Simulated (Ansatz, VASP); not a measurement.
**Cross-check of Si between VASP and Ansatz**

Wanted: the spread between two codes on one cell, functional and k mesh. The cell comes out of the VASP series on this material, whose earlier steps may have relaxed, scaled or displaced it; both programs get it as it stands.

Calculated with Ansatz 0.2.0; plane waves, with VASP 6.6.1 beside it; relaxation of cell and atoms at PBE.

**1. Starting point**

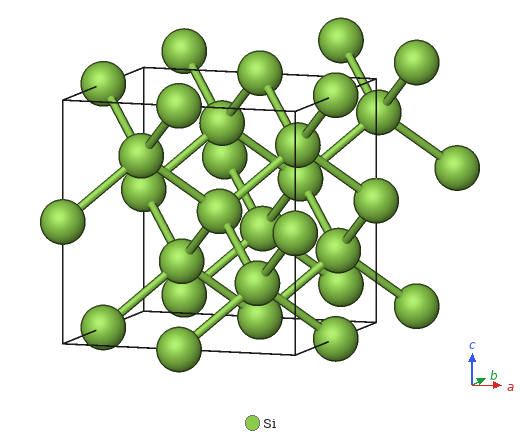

The cell as given, slightly off an axis (silicon green). 1×2×1 cells are drawn. This picture shows the conventional cell, with its axes. Some periodic images of atoms are drawn too.

Coordinates:

```xyz
2
Lattice="0.0000 2.7342 2.7342 2.7342 0.0000 2.7342 2.7342 2.7342 0.0000" Properties=species:S:1:pos:R:3 pbc="T T T"
Si    0.0000    0.0000    0.0000
Si    1.3671    1.3671    1.3671
```

**2. VASP: relaxation of cell and atoms, PBE**

The relaxed volume is the usual yardstick between codes: its relative difference is about their pressure difference at one cell divided by the bulk modulus.

Lines of VASP's logs that name or quote its potential files are left out, and so is its time.

Contents of INCAR:

```
SYSTEM = Si
PREC = Accurate
ENCUT = 450
EDIFF = 1E-07
NELM = 120
ISMEAR = 0
SIGMA = 0.02
LREAL = .FALSE.
ALGO = Normal
GGA = PE
NBANDS = 10
LORBIT = 11
LWAVE = .FALSE.
LCHARG = .FALSE.
KPAR = 16
IBRION = 2
NSW = 40
ISIF = 3
EDIFFG = -0.005
POTIM = 0.4
```

Contents of POSCAR:

```
Si
1.0
    0.0000000000      2.7342232665      2.7342232665
    2.7342232665      0.0000000000      2.7342232665
    2.7342232665      2.7342232665      0.0000000000
Si
2
Direct
    0.0000000000      0.0000000000      0.0000000000
    0.2500000000      0.2500000000      0.2500000000
```

Contents of KPOINTS:

```
Automatic mesh
0
Gamma
10 10 10
0 0 0
```

The projector-augmented-wave data sets are Si (PBE family, release 64).

On the command line:

```console
> mpirun -np 16 vasp_std
```

Numbers of over 12 decimals in the logs are rounded to 6 here.

Output:

```text
[banner, memory and clock lines left out]
running   16 mpi-ranks, on    1 nodes
 distrk:  each k-point on    1 cores,   16 groups
 distr:  one band on    1 cores,    1 groups

 POSCAR found type information on POSCAR Si
 POSCAR found :  1 types and       2 ions
|                                                                             |
|           W    W    AA    RRRRR   N    N  II  N    N   GGGG   !!!           |
|           W    W   A  A   R    R  NN   N  II  NN   N  G    G  !!!           |
|           W    W  A    A  R    R  N N  N  II  N N  N  G       !!!           |
|           W WW W  AAAAAA  RRRRR   N  N N  II  N  N N  G  GGG   !            |
|           WW  WW  A    A  R   R   N   NN  II  N   NN  G    G                |
|           W    W  A    A  R    R  N    N  II  N    N   GGGG   !!!           |
|                                                                             |
|     For optimal performance we recommend to set                             |
|       NCORE = 2 up to number-of-cores-per-socket                            |
|     NCORE specifies how many cores store one orbital (NPAR=cpu/NCORE).      |
|     This setting can greatly improve the performance of VASP for DFT.       |
|     The default, NCORE=1 might be grossly inefficient on modern             |
|     multi-core architectures or massively parallel machines. Do your        |
|     Unfortunately you need to use the default for GW and RPA                |
|     calculations (for HF NCORE is supported but not extensively tested      |
|     yet).                                                                   |
|                                                                             |

 LDA part: xc-table for (Slater+PW92), standard interpolation
 POSCAR, INCAR and KPOINTS ok, starting setup
 FFT: planning ... GRIDC
 FFT: planning ... GRID_SOFT
 FFT: planning ... GRID
 WAVECAR not read
 entering main loop
       N       E                     dE             d eps       ncg     rms          rms(c)
DAV:   1     0.508140250778E+01    0.50814E+01   -0.30203E+03   940   0.547E+02
DAV:   2    -0.105739073354E+02   -0.15655E+02   -0.14648E+02  1272   0.783E+01
DAV:   3    -0.110141970827E+02   -0.44029E+00   -0.43949E+00  1232   0.119E+01
DAV:   4    -0.110174959231E+02   -0.32988E-02   -0.32984E-02  1174   0.115E+00
DAV:   5    -0.110175229020E+02   -0.26979E-04   -0.26979E-04  1186   0.960E-02    0.475E+00
DAV:   6    -0.109015146040E+02    0.11601E+00   -0.68909E-02  1054   0.115E+00    0.289E+00
DAV:   7    -0.108478051990E+02    0.53709E-01   -0.13342E-01  1080   0.172E+00    0.169E-01
DAV:   8    -0.108490063557E+02   -0.12012E-02   -0.48819E-03  1074   0.411E-01    0.797E-02
DAV:   9    -0.108492075803E+02   -0.20122E-03   -0.19668E-04  1190   0.911E-02    0.569E-02
DAV:  10    -0.108492321434E+02   -0.24563E-04   -0.23606E-05  1090   0.296E-02    0.538E-03
DAV:  11    -0.108492326525E+02   -0.50911E-06   -0.15139E-06  1196   0.702E-03    0.282E-03
DAV:  12    -0.108492328974E+02   -0.24492E-06   -0.44986E-07  1014   0.438E-03    0.856E-04
DAV:  13    -0.108492329061E+02   -0.86568E-08   -0.26670E-09   558   0.376E-04
   1 F= -.10849233E+02 E0= -.10849233E+02  d E =-.108492E+02
 curvature:   0.00 expect dE= 0.000E+00 dE for cont linesearch  0.000E+00
 trial: gam= 0.00000 g(F)=  0.337E-49 g(S)=  0.145E-06 ort = 0.000E+00 (trialstep = 0.100E+01)
 search vector abs. value=  0.145E-06
 reached required accuracy - stopping structural energy minimisation
```

OUTCAR, selected parts (step 2):

```text
ion  position               nearest neighbor table
   1  0.000  0.000  0.000-   2 2.37   2 2.37   2 2.37   2 2.37
   2  0.250  0.250  0.250-   1 2.37   1 2.37   1 2.37   1 2.37

  LATTYP: Found a face centered cubic cell.
 ALAT       =     5.4684465330

 Subroutine GETGRP returns: Found 48 space group operations
 (whereof 24 operations were pure point group operations)

The static configuration has the point symmetry T_d .
 The point group associated with its full space group is O_h .

 Found     47 irreducible k-points:

   k-points           NKPTS =     47   k-points in BZ     NKDIM =     47   number of bands    NBANDS=     10

   dimension x,y,z NGX =    28 NGY =   28 NGZ =   28
   dimension x,y,z NGXF=    56 NGYF=   56 NGZF=   56

   ENCUT  =  450.0 eV  33.07 Ry    5.75 a.u.   6.69  6.69  6.69*2*pi/ulx,y,z

   NELECT =       8.0000    total number of electrons

 k-points in reciprocal lattice and weights: Automatic mesh
   0.00000000  0.00000000  0.00000000       0.001
   0.10000000  0.00000000  0.00000000       0.008
   0.20000000  0.00000000  0.00000000       0.008
   0.30000000  0.00000000  0.00000000       0.008
   0.40000000  0.00000000  0.00000000       0.008
   0.50000000  0.00000000  0.00000000       0.004
   0.10000000  0.10000000  0.00000000       0.006
   0.20000000  0.10000000  0.00000000       0.024
   0.30000000  0.10000000  0.00000000       0.024
[...]
-0.30000000  0.40000000  0.20000000       0.024
  -0.30000000  0.50000000  0.20000000       0.012

 average (electrostatic) potential at core
       1 -83.4801       2 -83.4801

 E-fermi :   5.7408

 k-point     1 :       0.0000    0.0000    0.0000
  band No.  band energies     occupation
      1      -6.1980      2.00000
      2       5.6177      2.00000
      3       5.6177      2.00000
      4       5.6177      2.00000
      5       8.1747      0.00000
      6       8.1747      0.00000
      7       8.1747      0.00000
      8       8.7534      0.00000
      9      13.3273      0.00000
    ...

 k-point     2 :       0.1000    0.0000    0.0000
  band No.  band energies     occupation
      1      -6.0694      2.00000
      2       4.4757      2.00000
      3       5.4239      2.00000
      4       5.4239      2.00000
      5       8.1409      0.00000
      6       8.4605      0.00000
      7       8.4605      0.00000
      8       9.7231      0.00000
      9      12.9773      0.00000
    ...

 k-point     3 :       0.2000    0.0000    0.0000
  band No.  band energies     occupation
      1      -5.6899      2.00000
      2       2.6357      2.00000
      3       5.0501      2.00000
      4       5.0501      2.00000
      5       7.7709      0.00000
      6       8.9623      0.00000
      7       8.9623      0.00000
      8      11.4976      0.00000
      9      12.6665      0.00000
    ...

  Total        0.0015831      0.0015831      0.0015831      0.0000000      0.0000000     -0.0000000
  in kB        0.0620423      0.0620423      0.0620423      0.0000000      0.0000000     -0.0000000
  external PRESSURE =       0.0620423 kB  Pullay stress =       0.0000000 kB

  energy-cutoff  :      450.00
  volume of cell :       40.88
      direct lattice vectors                 reciprocal lattice vectors
     0.000000000  2.734223266  2.734223266    -0.182867290  0.182867290  0.182867290
     2.734223266  0.000000000  2.734223266     0.182867290 -0.182867290  0.182867290
     2.734223266  2.734223266  0.000000000     0.182867290  0.182867290 -0.182867290

 POSITION                                       TOTAL-FORCE (eV/Angst)
 -----------------------------------------------------------------------------------
      0.00000      0.00000      0.00000        -0.000000     -0.000000     -0.000000
      1.36711      1.36711      1.36711         0.000000      0.000000      0.000000
 -----------------------------------------------------------------------------------
    total drift:                                0.000000      0.000000     -0.000000

  FREE ENERGIE OF THE ION-ELECTRON SYSTEM (eV)
  ---------------------------------------------------
  free  energy   TOTEN  =       -10.8492329061 eV

  energy  without entropy=      -10.8492329061  energy(sigma->0) =      -10.84923291

 reached required accuracy - stopping structural energy minimisation

 total charge
# of ion       s       p       d       tot
------------------------------------------
    1        0.751   0.928   0.000   1.679
    2        0.751   0.928   0.000   1.679
--------------------------------------------------
tot          1.502   1.856   0.000   3.358

[... 3 further parts left out ...]
```

CONTCAR:

```
Si
   1.00000000000000
     0.0000000000000000    2.7342232664999999    2.7342232664999999
     2.7342232664999999    0.0000000000000000    2.7342232664999999
     2.7342232664999999    2.7342232664999999    0.0000000000000000
  Si
     2
Direct
     0.0000000000000000    0.0000000000000000    0.0000000000000000
     0.2500000000000000    0.2500000000000000    0.2500000000000000
```

**3. Ansatz: relaxation of cell and atoms, PBE**

Ansatz runs on its default PAW (the set named soft_2) files.

The same cell, functional, mesh and smearing now go to Ansatz, which takes its cutoff from its data sets.

Contents of input.yaml:

```yaml
crystal:
  lattice:
    - [0.0, 2.7342232665, 2.7342232665]
    - [2.7342232665, 0.0, 2.7342232665]
    - [2.7342232665, 2.7342232665, 0.0]
  atoms:
    - { symbol: Si, position: [0.0, 0.0, 0.0] }
    - { symbol: Si, position: [0.25, 0.25, 0.25] }
hamiltonian:
  xc: pbe
  pseudopotentials: { kind: paw }
kpoints:
  mp_grid: { grid: [10, 10, 10] }
scf:
  occupations: { method: gaussian, width: 0.02 }
relax:
  f_tol: 0.01
  max_steps: 60
  cell: { stress_tol: 0.05 }
output:
  forces: true
  stress: true
```

On the command line:

```console
> ansatz run input.yaml --threads 4 --pin off --max-ram 9216MiB --backend cpu --events-out ev --progress --plain --runs-dir out
```

Output:

```text
Engine: ansatz 0.2.0, aarch64-unknown-linux-gnu
Pseudopotentials: kind: paw
Pseudopotential: Si, paw, valence charge 4, recommended cutoff 420 eV (normal), Si.paw.azcp
Functional definition: PBE
  parameter kappa = 0.804
  parameter beta = 0.066725
  exchange = pbe_x(kappa = kappa, mu = beta*pi^2/3)
  correlation = pbe_c(beta = beta)
Crystal: 2 atoms, lattice volume = 40.882 Å³
Basis set: ecut = 420 eV, 821 PW (Γ), exchange–correlation on 54×54×54 points (8 copies of the dense FFT grid, shifted against one another)
Bands: 8, of which v1, the nominal top of the filled ones, is band 4 counted from 1 (3 counted from 0)
Symmetry: 48 space group operations
Space group: Fd-3m (ITA 227), of the structure as read, at distance tolerance 3.4e-5 Å
k-points: 47 of 1000
Non-local potential: Si, projectors of the file, l = 0: 2, l = 1: 2, l = 2: 2
PAW form: soft (Blöchl's): semilocal exchange-correlation on the pseudo side does not see the compensation charge
PAW one-centre angular grid: Si, 110 points (default); XC on 64 Gauss nodes
Initial density: superposition of atomic densities (neutral atoms: chi_scale 0, normalization atom), corrected by the library's trained network
Initial wavefunctions: pseudopotential atomic-orbital guess
Functional: x = pbe(κ = 0.804, μ = 0.219515), c = pbe(β = 0.066725)
SCF iter   1: F=—  HF=-1271.619183 eV  |F-HF|=—  |Δ(HF+E_count)|=         —  Δρ=1.32e-3  dr2=4.58e-4  ethr=1.77e-3  ⟨swp⟩=6.2  Hψ=3413  notcnv=0
preconditioner: auto → none  [insulator: Δε(μ)=0.613 eV  Ē_g=9.378 eV  σ=0.020 eV  W_gap=1.00  n_scr=8 (ndim 8)  ℏωp=16.4 eV  f_vac=0.000  D(μ)=0.00/eV (n_scr^D=0)  ε∞_Penn≈4.1]
SCF iter   2: F=—  HF=-1271.619560 eV  |F-HF|=—  |Δ(HF+E_count)|=   3.77e-4  Δρ=5.30e-4  dr2=6.64e-5  ethr=5.73e-6  ⟨swp⟩=2.1  Hψ=961  notcnv=0
SCF iter   3: F=—  HF=-1271.619614 eV  |F-HF|=—  |Δ(HF+E_count)|=   5.40e-5  Δρ=1.02e-4  dr2=2.66e-6  ethr=8.30e-7  ⟨swp⟩=2.0  Hψ=564  notcnv=0
iter 4 did not close the SCF: its close was put off for the readings that it lacked (scf_convergence_deferred on its scf_iter line)
SCF iter   4: F=-1271.619616 eV  HF=-1271.619616 eV  |F-HF|=2.01e-8  |Δ(HF+E_count)|=   1.90e-6  Δρ=1.11e-5  dr2=3.08e-8  ethr=3.32e-8  ⟨swp⟩=2.0  Hψ=564  notcnv=0
iter 5 did not close the SCF: its close was put off for the readings that it lacked (scf_convergence_deferred on its scf_iter line)
SCF iter   5: F=-1271.619616 eV  HF=-1271.619616 eV  |F-HF|=2.31e-10  |Δ(HF+E_count)|=   2.45e-8  Δρ=8.57e-7  dr2=1.19e-10  ethr=3.85e-10  ⟨swp⟩=2.6  Hψ=555  notcnv=0
SCF iter   6: F=-1271.619616 eV  HF=-1271.619616 eV  |F-HF|=2.27e-13  |Δ(HF+E_count)|=  2.50e-10  Δρ=6.38e-8  dr2=1.15e-12  ethr=1.48e-12  ⟨swp⟩=1.0  Hψ=1127  notcnv=0
SCF 1 converged in 6 iterations: F = -1271.619616 eV  dr2 = 1.15e-12
  greatest PAW one-centre occupation: 0.633 electrons in one spin orbital (limit 2), on the Si atom at site 1 (counted from 0), in its partial waves of l = 0
relax step   1: F+E_penalty+E_count = -1271.61961606 eV  Δ(F+E_penalty+E_count) = +0.000e0 eV  max|allowed force component| = 1.850e-17 eV/Å  Δτ_max = 0.0000 Å  P = +0.087 GPa  Ω = 40.882 Å³  (6 SCF iters, dr2 threshold 1.00e-7 eV, accepted)
[...]
relax step   2: F+E_penalty+E_count = -1271.61962210 eV  Δ(F+E_penalty+E_count) = -6.035e-6 eV  max|allowed force component| = 6.129e-17 eV/Å  Δτ_max = 0.0000 Å  P = +0.020 GPa  Ω = 40.912 Å³  energy of the carried Pulay correction = -4.139e-6 eV  (3 SCF iters, dr2 threshold 1.88e-8 eV, accepted)
[...]
relax step   3: F+E_penalty+E_count = -1271.61962250 eV  Δ(F+E_penalty+E_count) = -4.032e-7 eV  max|allowed force component| = 7.980e-17 eV/Å  Δτ_max = 0.0000 Å  P = +0.020 GPa  Ω = 40.912 Å³  stress off target by 2.04e-2 GPa  SCF on the basis re-selected at this cell (its energy is not comparable with the rows above)  (4 SCF iters)
basis re-selected at this cell: Δ(F+E_penalty+E_count) = -4.032e-7 eV, ΔP = +0.000 GPa vs the last step (what re-selecting the basis moved, of the pressure what is left beyond the Pulay correction that the steps carried, after the strain that the cell walked since its last selection, with what the two solves' SCF thresholds leave and, on support functions, any second-order correction that the steps lacked; it is no m [...]
SCF converged after 4 iterations
Free energy (F): -1271.619622 eV
Harris-Foulkes:  -1271.619622 eV  (|F-HF|=9.09e-13)
Internal energy: -1271.619622 eV  (E = F + TS)
E sigma→0 (E₀):  -1271.619622 eV
Fermi energy:    6.313417 eV
--- Per-component energies (eV) ---
  E_band       = 8.028420
  E_kinetic    = 80.144946
  E_local      = -56.138278  (includes V_loc(G=0)·N_el)
  E_nonlocal   = 51.751231
  E_hartree    = 15.175304
  E_xc         = -110.124478
  E_vxc        = -93.156311  (∫ρ·V_xc dr)
  E_paw        = -1025.530366  (= ΣΔE_a)
  E_vpaw       = -4.923799  (= ΣTr[D̂ρ^β])
  E_aug_tail   = 0.000013  (compensation charges beyond the density's cutoff)
  E_ewald      = -226.897994
  E_smearing   = -0.000000  (= −TS)
  E_closure    = 0.000000  (closes the sum)
  Σ components = -1271.619622   (vs F -1271.619622, Δ=0.00e0)
--- Forces (eV/Å), atoms counted from 1 ---
  atom   1  Si    -0.00000000    -0.00000000    -0.00000000
  atom   2  Si     0.00000000     0.00000000     0.00000000
  max |Σ_I F_I| component: 1.16e-17 eV/Å
--- Stress (GPa, compression-positive) ---
        0.020390      -0.000000      -0.000000
        0.000000       0.020390      -0.000000
       -0.000000       0.000000       0.020390
  P = ⅓ Tr σ = 0.0204 GPa (0.204 kbar)
--- Relaxed structure (2 steps of the walk, 2 accepted, 1 SCFs on fresh bases) ---
  F+E_penalty+E_count = -1271.61962250 eV   max|allowed force component| = 7.980e-17 eV/Å   (the final SCF, on the basis selected at the relaxed cell)
  cell:  # Å, volume = 40.9124 Å³
    - [0, 2.734902, 2.734902]
    - [2.734902, 0, 2.734902]
    - [2.734902, 2.734902, 0]
  atoms:
    - { symbol: Si, position: [0, 0, 0.0] }
    - { symbol: Si, position: [0.25, 0.25, 0.25] }
```

It took 1.4 s on 4 threads of Arm Neoverse N1, shared host; peak memory 0.29 GiB; 4.7 s of CPU time.

**4. Differences**

Known differences besides the PAW data sets themselves: both relaxations stop at a tolerance, which leaves soft axes loose, and VASP keeps its plane-wave basis; the cutoff is 420 eV in Ansatz and 450 eV in VASP; VASP leaves aspherical gradient terms in its spheres out (LASPH is not set), Ansatz keeps them; Ansatz adds a Pulay correction to the stress that steers its cell, VASP none. Total energies have different zeros and are not compared.

Both answers:

```csv
quantity,Ansatz,VASP,difference
volume (Å³),40.91,40.88,+0.07 %
"edge a after relaxation, in the typed setting (Å)",3.868,3.867,+0.02 %
```

The walks stopped with 0.02 GPa left in Ansatz and 0.01 GPa in VASP; each walk ends within a tolerance, so the volume difference is uncertain by about these residues over the bulk modulus, most in soft cells.

**5. Summary of results**

| Quantity | Value |
| --- | --- |
| difference in volume (relaxation of cell and atoms, PBE) | 0.075 % |

In words: The difference in volume is 0.075 % (relaxation of cell and atoms, PBE), within the 1.2 % picked in this series as the mark of a large difference, as far as the stopping tolerances let one tell. How closely two codes agree says nothing of how well the functional describes the real material.

[Lines on the potential files, build, host, timing and source positions are cut from VASP's logs without a mark.]

[Logs are printed without paths, hosts, clocks, repeated set-up lines and the standing remarks that a program may print on its own settings, such as how far it seeks lower states.]

[Hosts, paths, dates, database ids (printed as entryN), source tags and the programs' standing remarks are cut or masked in the printed files.]
